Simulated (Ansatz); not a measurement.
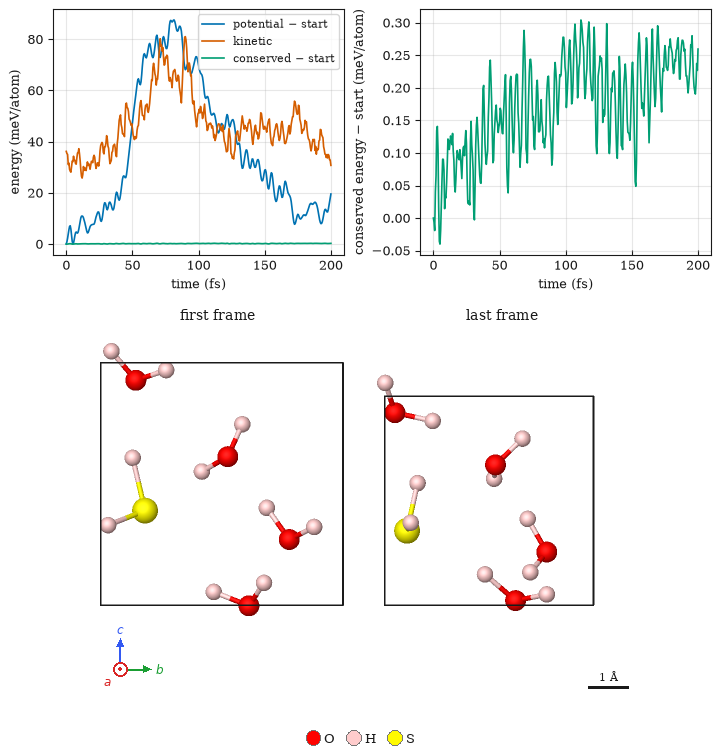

First-principles dynamics of a periodic cell with 4 H2O + 1 SH2 at 0.753 g/cm³, 200 fs long. It starts from the last geometry of an earlier run, with fresh velocities. Style: ball-and-stick. Shown: the simulation cell, along the a axis.

These are results of Ansatz, DFT PBE-D3(BJ), scalar-relativistic, plane waves, PAW, not measurements. Settings: plane-wave cutoff 420 eV; k-point mesh 1 × 1 × 1; Fermi-Dirac smearing 0.05 eV; Langevin thermostat and barostat (NPT); set temperature 300 K; time step 0.5 fs; friction 0.02 per fs; target pressure 5 GPa.

Question: How well is the energy conserved, and can the run be trusted?

Answer: The conserved quantity stays between −0.04 and 0.3 meV per atom of its start. A straight-line fit has a slope that amounts to +0.17 meV per atom over 200 fs (0.4 % of the mean kinetic energy), and the ripple about it is 0.5 % of the kinetic energy's fluctuation. With a drift under 2 % and a ripple under 7 %, the integration is accurate. The mean temperature in the second half is 338 K (standard deviation 39 K). The potential energy is still drifting at the end, so the run hasn't reached equilibrium. The potential energy in the second half lies on average 29.8 meV per atom above the first frame. The mean pressure there is 4.3 GPa. The volume ends −36.0 % from the start.

Limits of the set-up: the periodic images lie only 6.2 Å apart, so the values are limited by the cell's size.

Cost: 3.9 min on 1 thread of Intel(R) Xeon(R) Platinum 8488C (Sapphire Rapids), with other jobs on the host, peak memory 0.51 GiB.
